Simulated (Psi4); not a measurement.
# NBrO (nitrosyl bromide): PBE/def2-TZVP

What is the energy change on altering one bond length of NBrO (nitrosyl bromide) at PBE/def2-TZVP? 

Program for the calculation: Psi4 1.11.

6 further runs of the same task are left out: 6 that didn't finish.

## (1) The molecule

NBrO has 3 atoms, charge 0, and is taken as a singlet. As SMILES, `O=NBr`. The coordinates come from a PBE0-D4/def2-TZVP relaxation.

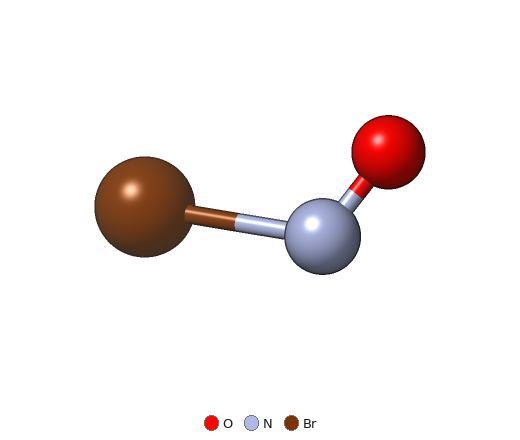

The structure, seen from a chosen angle (oxygen red, nitrogen light blue, bromine brown).

## (2) Energy and gradient at PBE/def2-TZVP

calc.inp reads:

```
memory 2.2 GB

molecule geom {
  O      0.941780    -0.646800     0.448530
  N     -0.044940    -0.636480    -0.092930
  Br    -0.896840     1.283280    -0.355590
  symmetry c1
  no_reorient
  no_com
}

set basis def2-TZVP
set puream true
set e_convergence 1e-09
set d_convergence 1e-08
set scf_type pk
set dft_radial_points 99
set dft_spherical_points 590

result, w = gradient('pbe', return_wfn=True)
oeprop(w, 'DIPOLE', 'LOWDIN_CHARGES', 'WIBERG_LOWDIN_INDICES')
```

Command:

```sh
$ psi4 -i calc.inp -o calc.out -n 1
```

calc.out:

```text
[...]
  Running in c1 symmetry.
[...]
  Nuclear repulsion =  140.795785520346357
[...]
  Multiplicity = 1
[...]
  Nalpha       = 25
  Nbeta        = 25
[...]
    Number of basis functions: 110
[...]
   @RKS iter   1: -2703.17080249642777   -1.22337e+00   1.51358e-02 DIIS/ADIIS
[...]
   @RKS iter  13: -2703.60782538753801   -3.45608e-11   9.68402e-09 DIIS
[...]
    Orbital Energies [Eh]
    ---------------------
    Doubly Occupied:
       1A   -481.007289     2A    -61.812382     3A    -55.725912
       4A    -55.723664     5A    -55.722509     6A    -18.914546
       7A    -14.187938     8A     -8.407417     9A     -6.282748
      10A     -6.275932    11A     -6.272541    12A     -2.485062
      13A     -2.483915    14A     -2.481495    15A     -2.476423
      16A     -2.476183    17A     -1.215136    18A     -0.719333
      19A     -0.631958    20A     -0.519048    21A     -0.512963
      22A     -0.479234    23A     -0.268892    24A     -0.260650
      25A     -0.253826
[...]
  @RKS Final Energy: -2703.60782538753801
   => Energetics <=
    Nuclear Repulsion Energy =            140.7957855203463566
    One-Electron Energy =               -4039.2716587593336044
    Two-Electron Energy =                1301.0093708526583214
    DFT Exchange-Correlation Energy =    -106.1413230012088746
    Empirical Dispersion Energy =           0.0000000000000000
    VV10 Nonlocal Energy =                  0.0000000000000000
    Total Energy =                      -2703.6078253875380142
[...]
  -Total Gradient:
     Atom            X                  Y                   Z
    ------   -----------------  -----------------  -----------------
       1       -0.037986783344     0.003004793577    -0.020565658378
       2        0.033037704969     0.005119764525     0.018715161753
       3        0.004945835497    -0.008123794449     0.001848795425
[...]
 Multipole Moments:
 ------------------------------------------------------------------------------------
     Multipole            Electronic (a.u.)      Nuclear  (a.u.)        Total (a.u.)
 ------------------------------------------------------------------------------------
 L = 1.  Multiply by 2.5417464519 to convert [e a0] to [Debye]
 Dipole X            :         46.0796517          -45.6741891            0.4054626
 Dipole Y            :        -67.2026241           66.6790619           -0.5235622
 Dipole Z            :         18.1341969          -17.9673648            0.1668321
 Magnitude           :                                                    0.6828984
[...]
```

Run time: 76 s. Hardware: 1 thread of Intel Xeon at 2.50GHz (Skylake/Cascade Lake), shared host; peak memory 0.93 GiB.

## (3) The distorted shape, same level

job.inp reads:

```
memory 2.2 GB

molecule {
  0 1
  O      1.367741    -1.606704     0.579863
  N      0.381021    -1.596384     0.038403
  Br    -0.896840     1.283280    -0.355590
  units angstrom
  symmetry c1
}

set basis def2-TZVP
set reference rks
set puream true
set e_convergence 1e-09
set d_convergence 1e-06
set scf_type pk
set dft_radial_points 99
set dft_spherical_points 590
set level_shift 0.3
set level_shift_cutoff 1e-09
set maxiter 150

e, wfn = gradient("pbe", return_wfn=True)
oeprop(wfn, "QUADRUPOLE", "WIBERG_LOWDIN_INDICES", "DIPOLE", title="PBE")
print_variables()
```

Command:

```sh
$ psi4 -i job.inp -o job.out -n 1
```

job.out:

```text
[...]
  Running in c1 symmetry.
[...]
  Nuclear repulsion =  106.268859476419692
[...]
  Multiplicity = 1
[...]
  Nalpha       = 25
  Nbeta        = 25
[...]
    Number of basis functions: 110
[...]
   @RKS iter   1: -2702.92607726341203   -1.15865e+00   1.57826e-02 DIIS/ADIIS/SHIFT
[...]
   @RKS iter  97: -2703.56889416474860   -8.65384e-10   4.21156e-07 DIIS/SHIFT
[...]
    Orbital Energies [Eh]
    ---------------------
    Doubly Occupied:
       1A   -480.977000     2A    -61.781718     3A    -55.694960
       4A    -55.693305     5A    -55.691998     6A    -18.987385
       7A    -14.227547     8A     -8.376121     9A     -6.250303
      10A     -6.245477    11A     -6.241569    12A     -2.452864
      13A     -2.452264    14A     -2.449422    15A     -2.445907
      16A     -2.445517    17A     -1.264591    18A     -0.692117
      19A     -0.648503    20A     -0.562141    21A     -0.557037
      22A     -0.507908    23A     -0.245735    24A     -0.232426
      25A     -0.225935
[...]
  @RKS Final Energy: -2703.56889416474860
   => Energetics <=
    Nuclear Repulsion Energy =            106.2688594764196921
    One-Electron Energy =               -3970.7055609461376662
    Two-Electron Energy =                1266.8973578478310174
    DFT Exchange-Correlation Energy =    -106.0295505428613581
    Empirical Dispersion Energy =           0.0000000000000000
    VV10 Nonlocal Energy =                  0.0000000000000000
    Total Energy =                      -2703.5688941647485990
[...]
  -Total Gradient:
     Atom            X                  Y                   Z
    ------   -----------------  -----------------  -----------------
       1        0.005809057851    -0.000744729012     0.000000000517
       2        0.002882968597    -0.017844446599    -0.000000000621
       3       -0.008691131467     0.018590915786     0.000000000105
[...]
 Multipole Moments:
 ------------------------------------------------------------------------------------
     Multipole            Electronic (a.u.)      Nuclear  (a.u.)        Total (a.u.)
 ------------------------------------------------------------------------------------
 L = 1.  Multiply by 2.5417464519 to convert [e a0] to [Debye]
 Dipole X            :         -3.3340703            4.4390942            1.1050240
 Dipole Y            :          5.0984864           -6.7296145           -1.6311281
 Dipole Z            :         -0.0000001            0.0000000           -0.0000001
 Magnitude           :                                                    1.9701921
 L = 2.  Multiply by 1.3450342976 to convert [e a0^2] to [Debye ang]
 Quadrupole XX       :       -174.1093804          154.0526319          -20.0567485
 Quadrupole XY       :        204.7433184         -208.2762300           -3.5329116
[...]
```

It took 2.2 min on 1 thread of Intel Xeon at 2.50GHz (Skylake/Cascade Lake), shared host; peak memory 0.89 GiB.

## (4) Summary of results

Level: PBE/def2-TZVP.

| quantity | value |
| --- | --- |
| first shape: total energy | -2703.60783 Eh |
| first shape: dipole moment | 1.74 D |
| first shape: HOMO energy | -6.91 eV |
| first shape: LUMO energy | -4.78 eV |
| first shape: HOMO–LUMO gap | 2.13 eV |
| first shape: largest force on an atom | 2.227 eV/Å |
| distorted shape: total energy | -2703.56889 Eh |
| distorted shape: dipole moment | 5.01 D |
| distorted shape: HOMO energy | -6.15 eV |
| distorted shape: largest force on an atom | 1.055 eV/Å |
| energy change with the N2–Br3 bond stretched from 2.117 to 3.175 Å | 1.059 eV |

What this shows: One bond (distorted shape) is far stretched, which a spin-restricted single reference describes badly; a broken-symmetry solution may lie lower. With the N2–Br3 bond stretched from 2.117 to 3.175 Å the energy rises by 1.06 eV (102 kJ/mol). The first shape isn't relaxed at this level, so the change isn't measured from a minimum. A restricted reference can't describe the breaking bond well at this length. The largest force (first shape) is 2.23 eV/Å: the shape isn't a stationary point for this species at this level.
